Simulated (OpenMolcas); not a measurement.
**ZrO2 (SMILES [O]=[Zr]=[O]) at HF/def2-SVP (core potential)**

What is the vertical ionisation energy of ZrO2 at HF/def2-SVP (core potential)? 

Program for the calculation: OpenMolcas 26.06.

## 1. The molecule

ZrO2: 3 atoms, total charge 0, spin state singlet. SMILES: `[O]=[Zr]=[O]`. Geometry: relaxed at PBE0-D4/def2-TZVP.

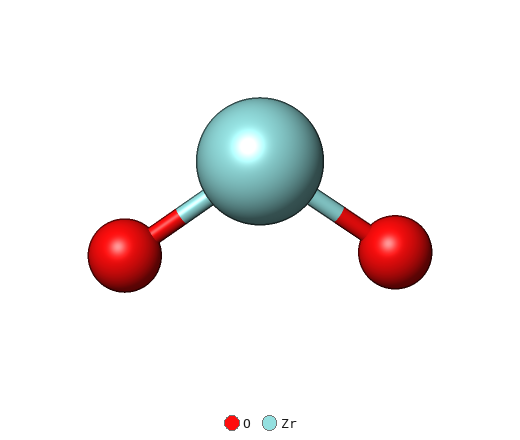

Viewed from a chosen angle; oxygen red, zirconium light teal.

## 2. Energy and forces at HF/def2-SVP (core potential)

File mol.xyz:

```xyz
3

O      0.654500     1.252500     0.388400
Zr     0.348500    -0.481700     0.351800
O     -1.003000    -0.770800    -0.740100
```

File job.inp:

```
&GATEWAY
BasLib=$CurrDir
Coord=mol.xyz
Basis=def2-SVP
Group=NoSym
&SEWARD
&SCF
PrOrbitals=0
&ALASKA
```

The basis set def2-SVP is read from a file made from the Basis Set Exchange's data (not shown).

Launch:

```sh
$ export MOLCAS_MEM=1860
$ pymolcas job.inp > job.log
```

The log of the run:

```text
--- Start Module: gateway ---
[...]
--- Stop Module: gateway /rc=_RC_ALL_IS_WELL_ ---
[...]
      Basis functions           59
[...]
--- Start Module: scf ---
[...]
       Convergence after  14 Iterations
[...]
::    Total SCF energy                               -196.1244759596
[...]
      Total spin, S                                     0.0000000000
[...]
      Total electronic charge=   28.000000
      Total            charge=   -0.000000
[...]
      Dipole Moment (debye):
      Origin of the operator (angstrom)=    0.2113   -0.2921    0.2133
                   X=  4.7785E+00               Y= -6.6050E+00               Z=  4.8233E+00           Total=  9.4723E+00
      Quadrupole Moment (debye*angstrom):
[...]
--- Stop Module: scf /rc=_RC_ALL_IS_WELL_ ---
[...]
--- Start Module: alaska ---
[...]
 *              Molecular gradients               *
 **************************************************
  Irreducible representation: a
 ------------------------------------------------------------------------------------------
                              X                       Y                       Z
 ------------------------------------------------------------------------------------------
  O1               -4.53103629696150E-03    1.48549906971951E-02   -5.65797742535756E-03
  ZR2               1.56597054745680E-02   -2.16528083511234E-02    1.58074782106699E-02
  O3               -1.11286691776122E-02    6.79781765393628E-03   -1.01495007853050E-02
 ------------------------------------------------------------------------------------------
--- Stop Module: alaska /rc=_RC_ALL_IS_WELL_ ---
[...]
```

Run time: 4.5 s. Hardware: 1 thread of Intel Xeon Platinum 8259CL at 2.50GHz (Skylake/Cascade Lake), shared host; peak memory 0.39 GiB.

## 3. The doublet cation

mol.xyz is that of step 2.

File job.input:

```
>>> EXPORT MOLCAS_PRINT=2
&GATEWAY
BasLib = $CurrDir
Coord = mol.xyz
Basis = def2-SVP
Group = NoSym
&SEWARD
&SCF
UHF
Charge = 1
Spin = 2
PrOrbitals = 0
&ALASKA
```

The basis set def2-SVP is read from a file made from the Basis Set Exchange's data (not shown).

Launch:

```sh
$ export MOLCAS_MEM=1860
$ pymolcas job.input > job.log
```

The log of the run:

```text
--- Start Module: gateway ---
[...]
--- Stop Module: gateway /rc=_RC_ALL_IS_WELL_ ---
[...]
      Basis functions           59
[...]
--- Start Module: scf ---
[...]
       Convergence after  24 Iterations
[...]
::    Total SCF energy                               -195.8502663277
[...]
      Total spin, S                                     0.6542434187
[...]
      Total electronic charge=   27.000000
      Total            charge=    1.000000
[...]
      Dipole Moment (debye):
      Origin of the operator (angstrom)=    0.2113   -0.2921    0.2133
                   X=  3.4834E+00               Y= -4.8145E+00               Z=  3.5160E+00           Total=  6.9047E+00
      Center of Charge (angstrom)
[...]
--- Stop Module: scf /rc=_RC_ALL_IS_WELL_ ---
[...]
--- Start Module: alaska ---
[...]
 *              Molecular gradients               *
 **************************************************
  Irreducible representation: a
 ------------------------------------------------------------------------------------------
                              X                       Y                       Z
 ------------------------------------------------------------------------------------------
  O1               -2.26536407741795E-03   -3.68031932688133E-02    2.75377443387126E-03
  ZR2              -2.61464704407244E-02    3.61515540489910E-02   -2.63930255789324E-02
  O3                2.84118345181525E-02    6.51639219842348E-04    2.36392511450578E-02
 ------------------------------------------------------------------------------------------
--- Stop Module: alaska /rc=_RC_ALL_IS_WELL_ ---
[...]
```

Wall time 5.7 s (1 thread of Intel Xeon Platinum 8259CL at 2.50GHz (Skylake/Cascade Lake), shared host); peak memory 0.39 GiB.

## 4. Results

At HF/def2-SVP (core potential):

| quantity | value |
| --- | --- |
| singlet ZrO2: total energy | -196.12448 Eh |
| singlet ZrO2: dipole moment | 9.47 D |
| singlet ZrO2: HOMO energy | -10.40 eV |
| singlet ZrO2: LUMO energy | -1.12 eV |
| singlet ZrO2: HOMO–LUMO gap | 9.27 eV |
| singlet ZrO2: largest force on an atom | 1.597 eV/Å |
| doublet cation: total energy | -195.85027 Eh |
| doublet cation: HOMO energy (highest over α and β) | -16.43 eV |
| doublet cation: LUMO energy (lowest over α and β) | -6.08 eV |
| doublet cation: ⟨S²⟩ | 1.082 |
| doublet cation: largest force on an atom | 2.666 eV/Å |
| vertical ionisation energy (to the doublet cation) | 7.462 eV |

What this shows: Removing an electron at fixed nuclei costs 7.46 eV (172 kcal/mol). The largest force (singlet ZrO2) is 1.60 eV/Å: the shape isn't a stationary point for this species at this level. −ε(HOMO) before ionisation, 10.40 eV, is 2.94 eV above this ionisation energy. ⟨S²⟩ (doublet cation) is 1.08 where a pure doublet has 0.75: the reference is spin-contaminated. Mulliken charges (doublet cation) run from -0.28 on O1 to +1.56 on Zr2.
